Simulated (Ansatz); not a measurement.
## Quasi-harmonic thermodynamics of BeGe (hypothetical, P4/mmm)

Aim: the lattice, expansion, heat capacity and bulk modulus of BeGe (hypothetical) as it warms. The crystal structure is hypothetical: it was made by swapping elements on a known structure type.

Calculated with Ansatz 0.2.0; DFT PBEsol, scalar-relativistic, plane waves, PAW.

## Step 1: The starting structure

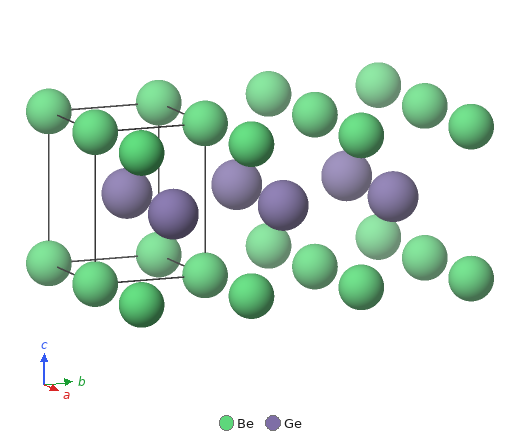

Start, viewed slightly off an axis; beryllium green, germanium purple. 2×3×1 cells are drawn. Some periodic images of atoms are drawn too.

## Step 2: A first coarse run

Before spending time, one coarse run tells the gap and the pressure of the starting cell.

The input, input.yaml:

```yaml
crystal:
  lattice:
    - [2.59879, 0.0, 0.0]
    - [0.0, 2.59879, 0.0]
    - [0.0, 0.0, 3.37179]
  atoms:
    - { symbol: Be, position: [0.0, 0.0, 0.0] }
    - { symbol: Ge, position: [0.5, 0.5, 0.5] }
kpoints:
  mp_grid: { grid: [8, 8, 6] }
hamiltonian:
  xc: pbesol
scf:
  occupations: { method: gaussian, width: 0.1 }
output:
  forces: true
  stress: true
  eigenvalues: true
```

Launch:

```bash
$ ansatz run input.yaml --threads 4 --pin off --max-ram 8192MiB --backend cpu --events-out ev --progress --plain --runs-dir out
```

Numbers of over 12 decimals in the logs are rounded to 6 here.

Output:

```text
Engine: ansatz 0.2.0, aarch64-unknown-linux-gnu
Pseudopotentials: kind: paw
Pseudopotential: Be, paw, valence charge 2, recommended cutoff 420 eV (normal), Be.paw.azcp
Pseudopotential: Ge, paw, valence charge 14, recommended cutoff 420 eV (normal), Ge.paw.azcp
Functional definition: PBEsol
  exchange = pbesol_x
  correlation = pbesol_c
Crystal: 2 atoms, lattice volume = 22.772 Å³
Basis set: ecut = 420 eV, 455 PW (Γ), exchange–correlation on 36×36×48 points (8 copies of the dense FFT grid, shifted against one another)
Bands: 12, of which v1, the nominal top of the filled ones, is band 8 counted from 1 (7 counted from 0)
Symmetry: 16 space group operations
Space group: P4/mmm (ITA 123), of the structure as read, at distance tolerance 2.8e-5 Å
k-points: 60 of 384
Non-local potential: Be, projectors of the file, l = 0: 2, l = 1: 2, l = 2: 1
Non-local potential: Ge, projectors of the file, l = 0: 2, l = 1: 2, l = 2: 3, l = 3: 1
PAW form: soft (Blöchl's): semilocal exchange-correlation on the pseudo side does not see the compensation charge
PAW frozen core: Be, regenerated for the run's functional, and the local potential with it (the file was generated under x = pbe(κ = 0.804, μ = 0.219515), c = pbe(β = 0.066725))
PAW frozen core: Ge, regenerated for the run's functional, and the local potential with it (the file was generated under x = pbe(κ = 0.804, μ = 0.219515), c = pbe(β = 0.066725))
PAW one-centre angular grid: Be, 110 points (default); XC on 64 Gauss nodes
PAW one-centre angular grid: Ge, 590 points (default); XC on 64 Gauss nodes
Initial density: superposition of atomic densities (neutral atoms: chi_scale 0, normalization atom), corrected by the library's trained network
Initial wavefunctions: pseudopotential atomic-orbital guess
Functional: x = pbesol(κ = 0.804, μ = 0.123457), c = pbesol(β = 0.046)
SCF iter   1: F=—  HF=-4342.731719 eV  |F-HF|=—  |Δ(HF+E_count)|=         —  Δρ=1.92e-3  dr2=5.84e-4  ethr=1.77e-3  ⟨swp⟩=5.2  Hψ=9099  notcnv=0  defer=8
automatic band count: the SCF goes on with 16 bands, as 12 were too few: the levels above may hold too much charge
preconditioner: auto → none  [metal: Δε(μ)=0.078 eV  Ē_g=28.170 eV  σ=0.100 eV  W_gap=0.40  n_scr=6 (ndim 8)  ℏωp=31.1 eV  f_vac=0.000  D(μ)=0.52/eV (n_scr^D=2)  sad-step TF]
SCF iter   2: F=—  HF=-4342.731146 eV  |F-HF|=—  |Δ(HF+E_count)|=   5.73e-4  Δρ=1.06e-3  dr2=1.80e-4  ethr=3.65e-6  ⟨swp⟩=2.0  Hψ=1787  notcnv=0  defer=14
SCF iter   3: F=—  HF=-4342.731121 eV  |F-HF|=—  |Δ(HF+E_count)|=   2.51e-5  Δρ=3.34e-4  dr2=1.17e-5  ethr=1.13e-6  ⟨swp⟩=2.1  Hψ=1147  notcnv=0  defer=14
SCF iter   4: F=—  HF=-4342.731132 eV  |F-HF|=—  |Δ(HF+E_count)|=   1.09e-5  Δρ=5.83e-5  dr2=5.10e-7  ethr=7.34e-8  ⟨swp⟩=2.5  Hψ=1324  notcnv=0  defer=14
SCF iter   5: F=—  HF=-4342.731132 eV  |F-HF|=—  |Δ(HF+E_count)|=   7.04e-8  Δρ=1.74e-5  dr2=1.12e-7  ethr=3.19e-9  ⟨swp⟩=2.0  Hψ=1287  notcnv=0  defer=14
SCF iter   6: F=-4342.731132 eV  HF=-4342.731132 eV  |F-HF|=6.51e-10  |Δ(HF+E_count)|=   3.30e-8  Δρ=5.01e-6  dr2=3.51e-9  ethr=6.25e-10  ⟨swp⟩=6.5  Hψ=3349  notcnv=0
SCF 1 converged in 6 iterations: F = -4342.731132 eV  dr2 = 3.51e-9
  greatest PAW one-centre occupation: 0.999 electrons in one spin orbital (limit 2), on the Ge atom at site 1 (counted from 0), in its partial waves of l = 2
SCF converged after 6 iterations
Free energy (F): -4342.731132 eV
Harris-Foulkes:  -4342.731132 eV  (|F-HF|=6.51e-10)
Internal energy: -4342.728446 eV  (E = F + TS)
E sigma→0 (E₀):  -4342.729789 eV
Entropy (-TS):   -0.002686 eV (-1.343 meV/atom)
Fermi energy:    13.053876 eV
--- Per-component energies (eV) ---
  E_band       = -77.679000
  E_kinetic    = 135.077165
  E_local      = -2245.101929  (includes V_loc(G=0)·N_el)
  E_nonlocal   = 424.666406
  E_hartree    = 1004.400276
  E_xc         = -96.667091
  E_vxc        = -88.252655  (∫ρ·V_xc dr)
  E_paw        = -2035.416508  (= ΣΔE_a)
  E_vpaw       = -312.865236  (= ΣTr[D̂ρ^β])
  E_aug_tail   = 0.000226  (compensation charges beyond the density's cutoff)
  E_ewald      = -1530.614457
  E_core_change = 0.927468  (= ΣΔE_core)
  E_smearing   = -0.002686  (= −TS)
  E_closure    = 0.000000  (closes the sum)
  Σ components = -4342.731132   (vs F -4342.731132, Δ=0.00e0)
--- Forces (eV/Å), atoms counted from 1 ---
  atom   1  Be     0.00000000     0.00000000     0.00000000
  atom   2  Ge     0.00000000    -0.00000000     0.00000000
  max |Σ_I F_I| component: 1.58e-29 eV/Å
--- Stress (GPa, compression-positive) ---
       20.789236       0.000000       0.000000
        0.000000      20.789236       0.000000
        0.000000       0.000000      12.746772
  P = ⅓ Tr σ = 18.1084 GPa (181.084 kbar)
--- Band table (eV; the first three rows and the last of 60) ---
  k-point 0: bands = [... 4 lower, -11.8376, -1.8611, 9.5137, 13.8608, 17.3596, 17.3596, 21.6520, 24.0871, ... 4 higher]
  k-point 1: bands = [... 4 lower, -11.8374, -1.5805, 7.4459, 16.5778, 17.7351, 17.7351, 21.9776, 24.1053, ... 4 higher]
  k-point 2: bands = [... 4 lower, -11.8372, -0.8363, 4.8628, 18.8491, 18.8491, 20.9110, 22.9368, 23.1074, ... 4 higher]
  k-point 59: bands = [... 4 lower, -11.7212, 10.3703, 10.3703, 10.5016, 12.3884, 12.3884, 12.8836, 13.0414, ... 4 higher]
```

The job ended after 0.45 s (4 threads of Arm Neoverse V2, shared host; peak memory 0.23 GiB).

This step gave:

| Item | Value |
| --- | --- |
| pressure | 18.11 GPa |
| volume per atom | 11.39 Å³ |
| gap on the k-mesh | 0 eV |

The start is under 18 GPa at this level and looks like a metal on this mesh.

## Step 3: A loose first relaxation

The start is far from rest, so a relaxation with loose thresholds first brings it near the minimum.

input.yaml, as its differences from that of step 2:

```diff
@@ -18 +18,6 @@
   eigenvalues: true
+relax:
+  adjacent_minimum: "off"
+  f_tol: 0.05
+  max_steps: 80
+  cell: { stress_tol: 0.5 }
```

Output:

```text
[...]
Crystal: 2 atoms, lattice volume = 22.772 Å³
Basis set: ecut = 420 eV, 455 PW (Γ), exchange–correlation on 36×36×48 points (8 copies of the dense FFT grid, shifted against one another)
Bands: 12, of which v1, the nominal top of the filled ones, is band 8 counted from 1 (7 counted from 0)
Symmetry: 16 space group operations
[...]
k-points: 60 of 384
[...]
SCF iter   1: F=—  HF=-4342.731719 eV  |F-HF|=—  |Δ(HF+E_count)|=         —  Δρ=1.92e-3  dr2=5.84e-4  ethr=1.77e-3  ⟨swp⟩=5.2  Hψ=9099  notcnv=0  defer=8
[...]
SCF iter   6: F=-4342.731132 eV  HF=-4342.731132 eV  |F-HF|=6.51e-10  |Δ(HF+E_count)|=   3.30e-8  Δρ=5.01e-6  dr2=3.51e-9  ethr=6.25e-10  ⟨swp⟩=6.5  Hψ=3349  notcnv=0
SCF 1 converged in 6 iterations: F = -4342.731132 eV  dr2 = 3.51e-9
[...]
relax step   1: F+E_penalty+E_count = -4342.73113164 eV  Δ(F+E_penalty+E_count) = +0.000e0 eV  max|allowed force component| = 1.578e-30 eV/Å  Δτ_max = 0.0000 Å  P = +18.108 GPa  Ω = 22.772 Å³  (6 SCF iters, dr2 threshold 1.00e-7 eV, accepted)
Crystal: 2 atoms, lattice volume = 25.473 Å³
Basis set: ecut = 420 eV, 519 PW (Γ), exchange–correlation on 36×36×48 points (8 copies of the dense FFT grid, shifted against one another)
Bands: 16, of which v1, the nominal top of the filled ones, is band 8 counted from 1 (7 counted from 0)
[...]
iter 1 solved again at ethr=8.23e-5 eV; its pass at ethr=3.10e-3 eV (dr2=1.32e-2 eV) is discarded
[...]
SCF iter   6: F=-4342.915854 eV  HF=-4342.915854 eV  |F-HF|=1.14e-9  |Δ(HF+E_count)|=   1.03e-8  Δρ=4.26e-6  dr2=2.76e-9  ethr=2.92e-10  ⟨swp⟩=3.9  Hψ=2397  notcnv=0
SCF 2 converged in 6 iterations: F = -4342.915854 eV  dr2 = 2.76e-9
[...]
relax step   2: F+E_penalty+E_count = -4342.91585448 eV  Δ(F+E_penalty+E_count) = -1.847e-1 eV  max|allowed force component| = 4.408e-29 eV/Å  Δτ_max = 0.0000 Å  P = +3.648 GPa  Ω = 25.473 Å³  energy of the carried Pulay correction = -6.801e-4 eV  (6 SCF iters, dr2 threshold 2.00e-7 eV, accepted)
Crystal: 2 atoms, lattice volume = 26.381 Å³
Basis set: ecut = 420 eV, 535 PW (Γ), exchange–correlation on 36×36×48 points (8 copies of the dense FFT grid, shifted against one another)
[...]
SCF iter   5: F=-4342.925038 eV  HF=-4342.925038 eV  |F-HF|=2.46e-8  |Δ(HF+E_count)|=   8.80e-7  Δρ=1.19e-5  dr2=1.15e-8  ethr=1.25e-9  ⟨swp⟩=5.0  Hψ=4007  notcnv=0
SCF 3 converged in 5 iterations: F = -4342.925038 eV  dr2 = 1.15e-8
relax step   3: F+E_penalty+E_count = -4342.92503829 eV  Δ(F+E_penalty+E_count) = -9.184e-3 eV  max|allowed force component| = 6.348e-30 eV/Å  Δτ_max = 0.0000 Å  P = +0.265 GPa  Ω = 26.381 Å³  energy of the carried Pulay correction = -8.919e-4 eV  (5 SCF iters, dr2 threshold 2.00e-7 eV, accepted)
[...]
relax step   4: F+E_penalty+E_count = -4342.92650439 eV  Δ(F+E_penalty+E_count) = -1.466e-3 eV  max|allowed force component| = 1.578e-30 eV/Å  Δτ_max = 0.0000 Å  P = -0.137 GPa  Ω = 26.485 Å³  energy of the carried Pulay correction = -9.159e-4 eV  (4 SCF iters, dr2 threshold 2.00e-7 eV, accepted)
Basis set: ecut = 420 eV, 535 PW (Γ), exchange–correlation on 40×40×48 points (8 copies of the dense FFT grid, shifted against one another)
[...]
SCF iter   5: F=-4342.928171 eV  HF=-4342.928171 eV  |F-HF|=1.36e-11  |Δ(HF+E_count)|=  5.36e-10  Δρ=6.98e-7  dr2=9.21e-11  ethr=1.06e-11  ⟨swp⟩=2.1  Hψ=2908  notcnv=0
SCF 5 converged in 5 iterations: F = -4342.928171 eV  dr2 = 9.21e-11
relax step   5: F+E_penalty+E_count = -4342.92817073 eV  Δ(F+E_penalty+E_count) = -1.666e-3 eV  max|allowed force component| = 4.733e-30 eV/Å  Δτ_max = 0.0000 Å  P = -0.024 GPa  Ω = 26.485 Å³  stress off target by 2.62e-1 GPa  SCF on the basis re-selected at this cell (its energy is not comparable with the rows above)  (5 SCF iters)
basis re-selected at this cell: Δ(F+E_penalty+E_count) = -1.666e-3 eV, ΔP = +0.113 GPa vs the last step (what re-selecting the basis moved, of the pressure what is left beyond the Pulay correction that the steps carried, after the strain that the cell walked since its last selection, with what the two solves' SCF thresholds leave and, on support functions, any second-order correction that the steps lacked; it is no measure of the basis error at this ecutwfc). The dense FFT grid was sized anew with the basis: this SCF ran on 20×20×24 points, the steps before it on 18×18×24, so part of this shift can come from that change (see relax.cell in the input reference). [rest of the remark cut]
SCF converged after 5 iterations
Free energy (F): -4342.928171 eV
[...]
Internal energy: -4342.926141 eV  (E = F + TS)
E sigma→0 (E₀):  -4342.927156 eV
Entropy (-TS):   -0.002030 eV (-1.015 meV/atom)
Fermi energy:    10.804496 eV
[...]
--- Stress (GPa, compression-positive) ---
       -0.167315       0.000000       0.000000
        0.000000      -0.167315       0.000000
        0.000000       0.000000       0.262359
  P = ⅓ Tr σ = -0.0241 GPa (-0.241 kbar)
--- Band table (eV; the first three rows and the last of 60) ---
  k-point 0: bands = [... 4 lower, -13.9386, -2.7379, 8.1519, 11.8196, 14.3561, 14.3561, 18.6928, 19.8812, ... 4 higher]
  k-point 1: bands = [... 4 lower, -13.9402, -2.4726, 6.1032, 14.4190, 14.6997, 14.6997, 19.0041, 20.0371, ... 4 higher]
  k-point 2: bands = [... 4 lower, -13.9429, -1.7698, 3.6366, 15.7163, 15.7163, 17.9687, 19.6362, 19.6362, ... 4 higher]
  k-point 59: bands = [... 4 lower, -13.8674, 7.2540, 8.5302, 8.5302, 10.4217, 10.4217, 10.6023, 11.0282, ... 4 higher]
--- Relaxed structure (4 steps of the walk, 4 accepted, 1 SCFs on fresh bases) ---
  F+E_penalty+E_count = -4342.92817073 eV   max|allowed force component| = 4.733e-30 eV/Å   (the final SCF, on the basis selected at the relaxed cell)
  cell:  # Å, volume = 26.4854 Å³
    - [2.759481, 0, 0.0]
    - [0, 2.759481, 0.0]
    - [0.0, 0.0, 3.478172]
  atoms:
    - { symbol: Be, position: [0, 0, 0.0] }
    - { symbol: Ge, position: [0.5, 0.5, 0.5] }
```

The job ended after 1.9 s (4 threads; peak memory 0.23 GiB).

Step by step:

```tsv
step	energy less that of the first step (eV)	largest force component (eV/Å)	pressure (GPa)	volume (Å³)
1	0.0000	0.0000	18.11	22.77
2	-0.1847	0.0000	3.65	25.47
3	-0.1939	0.0000	0.26	26.38
4	-0.1954	0.0000	-0.14	26.49
5*	-0.1970	0.0000	-0.02	26.49
```

Relaxation steps marked * repeat the geometry before them on a plane-wave basis chosen anew for their cell, so energy and pressure can jump there.

Forces are held to the 16 operations that the run works with; a distortion that breaks them can't arise in this run.

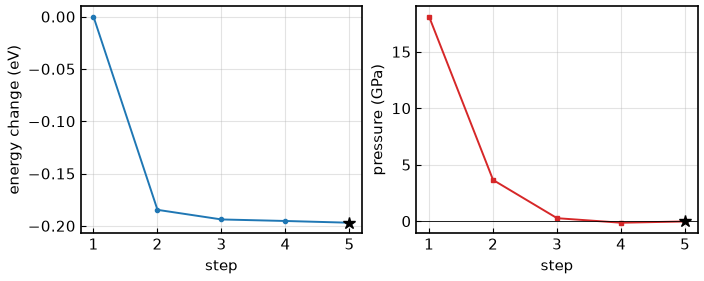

Energy and pressure along the relaxation. Stars mark steps on a basis chosen anew.

```tsv
conventional cell, symmetrised	before	after	change
a (Å)	2.599	2.759	+6.2 %
b (Å)	2.599	2.759	+6.2 %
c (Å)	3.372	3.478	+3.2 %
volume (Å³/atom)	11.39	13.24	+16.3 %
```

The relaxed structure:

```cif
data_structure
_symmetry_space_group_name_H-M 'P 1'
_symmetry_Int_Tables_number 1
_cell_length_a 2.7595
_cell_length_b 2.7595
_cell_length_c 3.4782
_cell_angle_alpha 90.000
_cell_angle_beta 90.000
_cell_angle_gamma 90.000
_cell_volume 26.49
loop_
_atom_site_label
_atom_site_type_symbol
_atom_site_fract_x
_atom_site_fract_y
_atom_site_fract_z
_atom_site_occupancy
Be1 Be 0.00000 0.00000 0.00000 1
Ge2 Ge 0.50000 0.50000 0.50000 1
```

This step gave:

* pressure: -0.02409 GPa
* volume per atom: 13.24 Å³

The relaxation ends with a pressure of -0.02 GPa.

## Step 4: Finding the static equilibrium

Phonons are second derivatives about a minimum, so cell and atoms are relaxed first, inside the symmetry of the start.

The input, input.yaml:

```yaml
crystal:
  lattice:
    - [2.7594808993, 0.0, 0.0]
    - [0.0, 2.7594808993, 0.0]
    - [0.0, 0.0, 3.4781723327]
  atoms:
    - { symbol: Be, position: [0.0, 0.0, 0.0] }
    - { symbol: Ge, position: [0.5, 0.5, 0.5] }
kpoints:
  mp_grid: { grid: [16, 16, 12] }
hamiltonian:
  xc: pbesol
scf:
  occupations: { method: gaussian, width: 0.1 }
output:
  forces: true
  stress: true
  eigenvalues: true
  write_density: true
  write_potential: true
  elf: true
  volumetric_format: npy
relax:
  adjacent_minimum: "off"
  f_tol: 0.005
  max_steps: 80
  cell: { stress_tol: 0.05 }
```

Output:

```text
[...]
Crystal: 2 atoms, lattice volume = 26.485 Å³
Basis set: ecut = 420 eV, 535 PW (Γ), exchange–correlation on 40×40×48 points (8 copies of the dense FFT grid, shifted against one another)
Bands: 12, of which v1, the nominal top of the filled ones, is band 8 counted from 1 (7 counted from 0)
Symmetry: 16 space group operations
[...]
k-points: 315 of 3072
[...]
SCF iter   1: F=—  HF=-4342.913852 eV  |F-HF|=—  |Δ(HF+E_count)|=         —  Δρ=2.20e-3  dr2=9.99e-4  ethr=1.77e-3  ⟨swp⟩=5.2  Hψ=21957  notcnv=0
[...]
SCF iter   6: F=-4342.913218 eV  HF=-4342.913218 eV  |F-HF|=1.54e-8  |Δ(HF+E_count)|=   3.90e-8  Δρ=7.29e-6  dr2=1.13e-8  ethr=5.83e-10  ⟨swp⟩=5.5  Hψ=20604  notcnv=0
SCF 1 converged in 6 iterations: F = -4342.913218 eV  dr2 = 1.13e-8
[...]
relax step   1: F+E_penalty+E_count = -4342.91321802 eV  Δ(F+E_penalty+E_count) = +0.000e0 eV  max|allowed force component| = 1.750e-30 eV/Å  Δτ_max = 0.0000 Å  P = +0.398 GPa  Ω = 26.485 Å³  (6 SCF iters, dr2 threshold 1.00e-7 eV, accepted)
Crystal: 2 atoms, lattice volume = 26.617 Å³
[...]
SCF iter   3: F=-4342.913328 eV  HF=-4342.913328 eV  |F-HF|=7.08e-8  |Δ(HF+E_count)|=   6.75e-8  Δρ=2.85e-5  dr2=1.07e-7  ethr=1.25e-9  ⟨swp⟩=8.0  Hψ=25468  notcnv=0
SCF 2 converged in 3 iterations: F = -4342.913328 eV  dr2 = 1.07e-7
relax step   2: F+E_penalty+E_count = -4342.91332776 eV  Δ(F+E_penalty+E_count) = -1.097e-4 eV  max|allowed force component| = 3.180e-30 eV/Å  Δτ_max = 0.0000 Å  P = -0.057 GPa  Ω = 26.617 Å³  energy of the carried Pulay correction = -2.941e-5 eV  (3 SCF iters, dr2 threshold 2.00e-7 eV, accepted)
Crystal: 2 atoms, lattice volume = 26.601 Å³
[...]
SCF iter   3: F=-4342.913335 eV  HF=-4342.913335 eV  |F-HF|=1.70e-9  |Δ(HF+E_count)|=   4.73e-9  Δρ=5.67e-6  dr2=4.22e-9  ethr=9.66e-11  ⟨swp⟩=6.0  Hψ=15895  notcnv=0
SCF 3 converged in 3 iterations: F = -4342.913335 eV  dr2 = 4.22e-9
relax step   3: F+E_penalty+E_count = -4342.91333472 eV  Δ(F+E_penalty+E_count) = -6.959e-6 eV  max|allowed force component| = 1.149e-29 eV/Å  Δτ_max = 0.0000 Å  P = -0.001 GPa  Ω = 26.601 Å³  energy of the carried Pulay correction = -2.561e-5 eV  (3 SCF iters, dr2 threshold 1.77e-8 eV, accepted)
[...]
SCF iter   5: F=-4342.913359 eV  HF=-4342.913359 eV  |F-HF|=0.00e0  |Δ(HF+E_count)|=  1.00e-11  Δρ=1.15e-7  dr2=1.18e-12  ethr=1.00e-12  ⟨swp⟩=4.9  Hψ=13230  notcnv=0
SCF 4 converged in 5 iterations: F = -4342.913359 eV  dr2 = 1.18e-12
relax step   4: F+E_penalty+E_count = -4342.91335929 eV  Δ(F+E_penalty+E_count) = -2.457e-5 eV  max|allowed force component| = 1.159e-29 eV/Å  Δτ_max = 0.0000 Å  P = -0.001 GPa  Ω = 26.601 Å³  stress off target by 2.09e-2 GPa  SCF on the basis re-selected at this cell (its energy is not comparable with the rows above)  (5 SCF iters)
[...]
SCF converged after 5 iterations
Free energy (F): -4342.913359 eV
[...]
Internal energy: -4342.910668 eV  (E = F + TS)
E sigma→0 (E₀):  -4342.912013 eV
Entropy (-TS):   -0.002692 eV (-1.346 meV/atom)
Fermi energy:    10.631653 eV
[...]
--- Stress (GPa, compression-positive) ---
       -0.011511       0.000000       0.000000
        0.000000      -0.011511       0.000000
        0.000000       0.000000       0.020913
  P = ⅓ Tr σ = -0.0007 GPa (-0.007 kbar)
--- Band table (eV; the first three rows and the last of 315) ---
  k-point 0: bands = [... 4 lower, -13.9827, -2.7609, 8.1080, 11.7535, 14.2850, 14.2850, 18.6206, 19.7814]
  k-point 1: bands = [... 4 lower, -13.9831, -2.6938, 7.3852, 12.6171, 14.3708, 14.3708, 18.6984, 19.8168]
  k-point 2: bands = [... 4 lower, -13.9843, -2.4966, 6.0627, 14.3461, 14.6274, 14.6274, 18.9311, 19.9402]
  k-point 314: bands = [... 4 lower, -13.9143, 7.1745, 8.4792, 8.4792, 10.3732, 10.3732, 10.5527, 10.9718]
--- Relaxed structure (3 steps of the walk, 3 accepted, 1 SCFs on fresh bases) ---
[...]
cell:  # Å, volume = 26.6009 Å³
    - [2.763628, 0, 0.0]
    - [0, 2.763628, 0.0]
    - [0.0, 0.0, 3.482871]
  atoms:
    - { symbol: Be, position: [0, 0, 0.0] }
    - { symbol: Ge, position: [0.5, 0.5, 0.500000] }
```

The job ended after 5.2 s (4 threads; peak memory 0.38 GiB).

Step by step:

```tsv
step	energy less that of the first step (eV)	largest force component (eV/Å)	pressure (GPa)	volume (Å³)
1	0.0000	0.0000	0.40	26.49
2	-0.0001	0.0000	-0.06	26.62
3	-0.0001	0.0000	0.00	26.60
4*	-0.0001	0.0000	0.00	26.60
```

Relaxation steps marked * repeat the geometry before them on a plane-wave basis chosen anew for their cell, so energy and pressure can jump there.

Forces are held to the 16 operations that the run works with; a distortion that breaks them can't arise in this run.

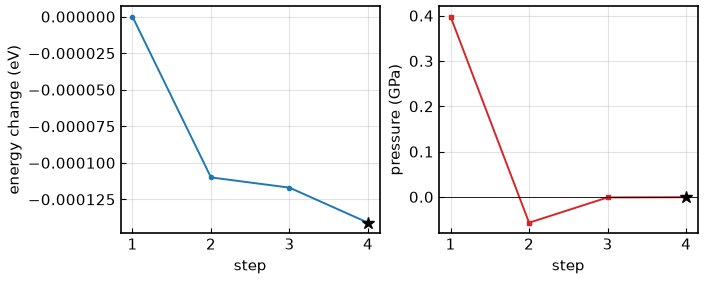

Energy and pressure along the relaxation. Stars mark steps on a basis chosen anew.

```tsv
conventional cell, symmetrised	before	after	change
a (Å)	2.759	2.764	+0.2 %
b (Å)	2.759	2.764	+0.2 %
c (Å)	3.478	3.483	+0.1 %
volume (Å³/atom)	13.24	13.30	+0.4 %
```

The relaxed structure:

```xyz
2
Lattice="2.7636 0.0000 0.0000 0.0000 2.7636 0.0000 0.0000 0.0000 3.4829" Properties=species:S:1:pos:R:3 pbc="T T T"
Be    0.0000    0.0000    0.0000
Ge    1.3818    1.3818    1.7414
```

This step gave:

| Quantity | Value |
| --- | --- |
| pressure | -7.03e-4 GPa |
| volume per atom | 13.30 Å³ |

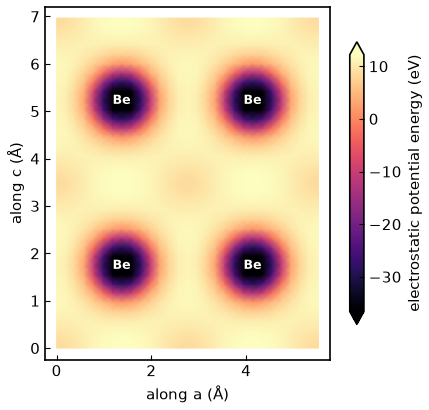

Electrostatic potential energy in the ac plane at fractional y = 0.000, with atoms of Be within 0.2 Å of it. With pseudopotentials it is smooth inside the atoms' cores, unlike the true potential. The map starts off the cell's origin, so that atoms lie inside it.

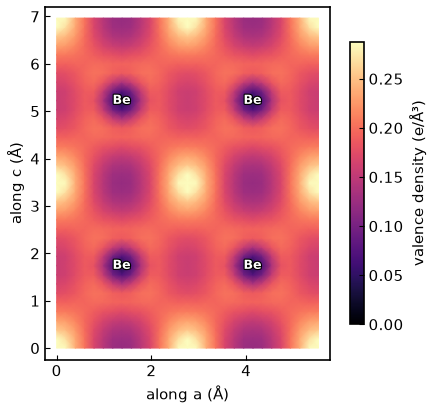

Valence density in the ac plane at fractional y = 0.000, with atoms of Be within 0.2 Å of it. It is the smooth field of the valence electrons, not physical close to the nuclei. The map starts off the cell's origin, so that atoms lie inside it.

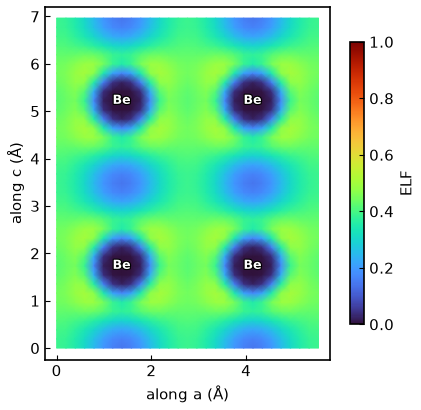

ELF in the ac plane at fractional y = 0.000, with atoms of Be within 0.2 Å of it. It is the smooth field of the valence electrons, not physical close to the nuclei. The map starts off the cell's origin, so that atoms lie inside it.

(Part 1 of 3 ends here.)

[Logs are printed without paths, hosts, clocks, repeated set-up lines and the standing remarks that a program may print on its own settings, such as how far it seeks lower states.]

[Hosts, paths, dates, database ids (printed as entryN), source tags and the programs' standing remarks are cut or masked in the printed files.]

[A step with changed settings may run another functional than the one named; its input shows which.]

[Pressures of single members of a volume series are the stress at the run's cutoff; with an incomplete basis they can lie off −dE/dV of the same runs, and they are not shown converged.]
